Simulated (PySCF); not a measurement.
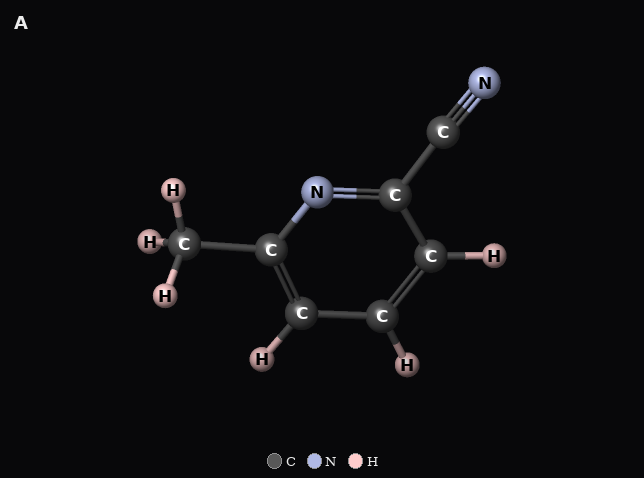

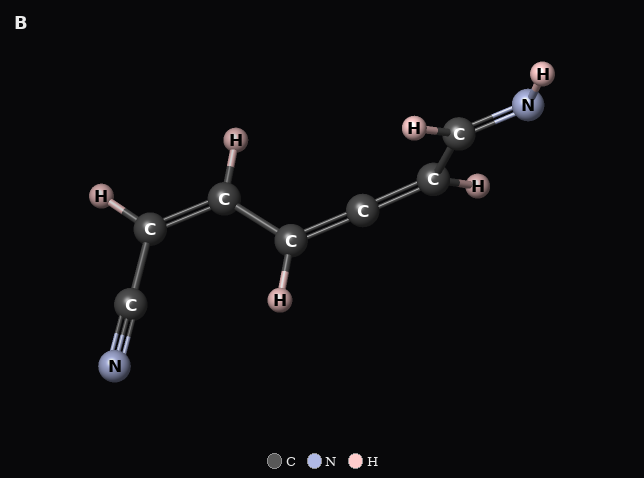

2 stationary structures of one formula. Geometries: GFN2-xTB. Electronic energies: PBE0/pcSseg-1 (PySCF 2.14.0), without zero-point energy. No frequency run is at hand to confirm each as a minimum. Each is one conformer, not always the lowest.

**Are they conformers, stereoisomers or constitutional isomers?**

They are constitutional isomers of C7H6N2: A `Cc1cccc(C#N)n1`, B `[H]/N=C/C=C=C/C=C\C#N`.

**Rank them by energy, lowest first.**

A is lowest; B lies 2.679 eV above it.
